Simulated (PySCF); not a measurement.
CH₅As, SMILES `C[AsH2]`.

Computed with PySCF, PBE/def2-TZVP, geometry: GFN2-xTB. No frequency check shows the geometry to be a minimum. GFN2-xTB bond lengths at metals and heavier atoms can be off by up to 0.1 Å and shapes distorted, which carries into these values.

Geometry (Å), atoms numbered from 1:

```
C1       1.5507    0.0000   -0.0187
As2     -0.4218   -0.0002    0.0652
H3       1.9365   -0.8827    0.4913
H4       1.9365    0.8792    0.4970
H5       1.9180    0.0037   -1.0427
H6      -0.5881    1.0571   -0.9887
H7      -0.5881   -1.0508   -0.9955
```

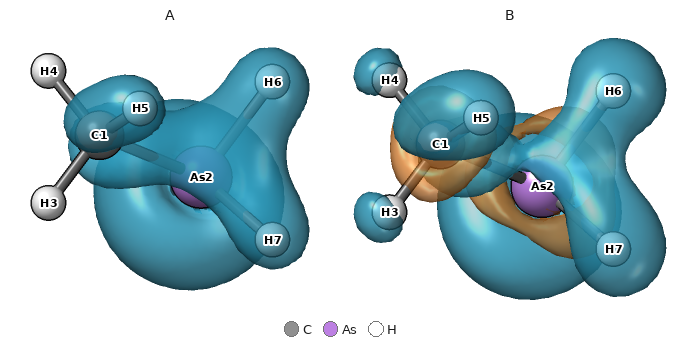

The Fukui function f⁻ from two separate SCF calculations and the density of the HOMO, at ±0.03 e/Å³ (light blue positive, orange negative).

**Which panel is which, and how good is the frozen-orbital picture?**

B is f⁻ (it has negative regions), A the HOMO density. The HOMO lies on As2 (72 %), C1 (10 %) and H6 and H7 (7 % each); f⁻ (Hirshfeld-condensed) is largest on As2 (0.51); the vertical ionisation energy is 9.62 eV. Relaxation shifts 21 % of the electron between atoms. The orbital energy is −6.18 eV.
